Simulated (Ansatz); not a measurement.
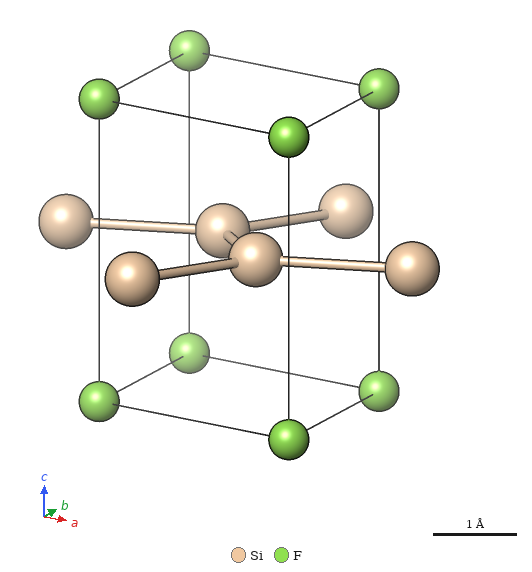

Starting structure of solid Si2F (a generated structure, set up in P6/mmm). A ball-and-stick model of the cell of the calculation, reduced to other axes, seen slightly off an axis. Lengths and directions refer to the drawn axes.

Theory: DFT, PAW plane waves, r2SCAN (Ansatz 0.2.0).

The input:
```yaml
crystal:
  lattice:
    - [1.735075, 3.005235, 0.0]
    - [-1.735075, 3.005235, 0.0]
    - [0.0, 0.0, 3.734775]
  atoms:
    - { symbol: Si, position: [0.3333, 0.3334, 0.5] }
    - { symbol: Si, position: [0.6666, 0.6667, 0.5] }
    - { symbol: F, position: [0.0, 0.0, 0.0] }
  symmetry: { tolerance: 0.0003 }
kpoints:
  mp_grid: { grid: [6, 6, 5], shift: [0, 0, 0] }
magnetization:
  spin_polarized: false
scf:
  occupations: { method: fermi_dirac }
hamiltonian:
  pseudopotentials: { kind: paw }
  xc: r2scan
basis:
  ecutwfc: 500
output:
  forces: true
  stress: true
  eigenvalues: true
relax:
  max_steps: 40
  cell: {}
```

Command:
```bash
ansatz run input.yaml --threads 1 --pin off --max-ram 2560MiB --backend cpu --events-out ev --progress --plain --runs-dir out
```

### Where does the relaxation end?

Over 12 accepted moves (14 points after the start) the energy falls by 2.458 eV per cell of the calculation. All forces vanish by symmetry, so only the cell relaxes. Pressure: 56.62 GPa at the start and 0.00 GPa at the end. At 2 points the geometry stayed and the basis and grid were re-selected for the new cell (energy shift of 19.8 meV per cell of the calculation at most each time). The atoms keep their places relative to the cell (all moves are under 0.005 Å). The volume changes by +5.7 %, with a = b 3.470 → 4.137 Å (+19.2 %), c 3.735 → 2.778 Å (−25.6 %). Near-neighbour distances that change, for instance: Si1–Si1 3.735 → 2.778 Å, Si1–Si2 2.003 → 2.388 Å. The space group stays P6/mmm (No. 191). The run took 40 s on 1 thread of Arm Neoverse V1, with other jobs on the host, peak memory 0.39 GiB.

Step by step:

| step | E − E(0), meV/atom | pressure, GPa | volume, Å³/atom | note |
| --- | --- | --- | --- | --- |
| 0 | 0.00 | 56.62 | 12.983 |  |
| 1 | -470.20 | 27.44 | 14.388 |  |
| 2 | -693.47 | 9.20 | 15.525 |  |
| 3 | -750.10 | -2.34 | 16.310 |  |
| 4 | -761.55 | -1.08 | 15.678 |  |
| 5 | -773.51 | 0.18 | 14.984 |  |
| 6 | -791.26 | 0.58 | 14.410 |  |
| 7 | -809.86 | 0.82 | 13.837 |  |
| 8 | -812.17 | 0.29 | 13.613 |  |
| 9 | -812.23 | -0.13 | 13.705 |  |
| 10 | -812.24 | 0.00 | 13.687 |  |
| 11 | -818.84 | 0.84 | 13.687 | same geometry, new basis |
| 12 | -819.25 | 0.09 | 13.722 |  |
| 13 | -819.25 | 0.00 | 13.724 |  |
| 14 | -819.27 | 0.00 | 13.724 | same geometry, new basis |

Final geometry:

```
CELL_PARAMETERS angstrom
2.06825 3.58232 0.00000
-2.06825 3.58232 0.00000
0.00000 0.00000 2.77848
ATOMIC_POSITIONS crystal
Si 0.33333 0.33333 0.50000
Si 0.66667 0.66667 0.50000
F 0.00000 0.00000 0.00000
```

After the run, drawn alike:

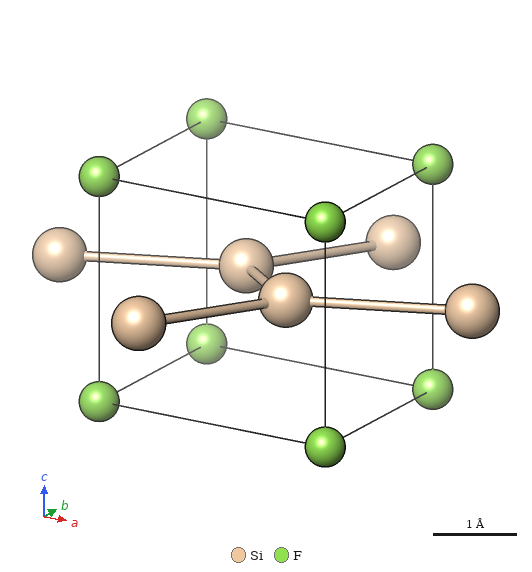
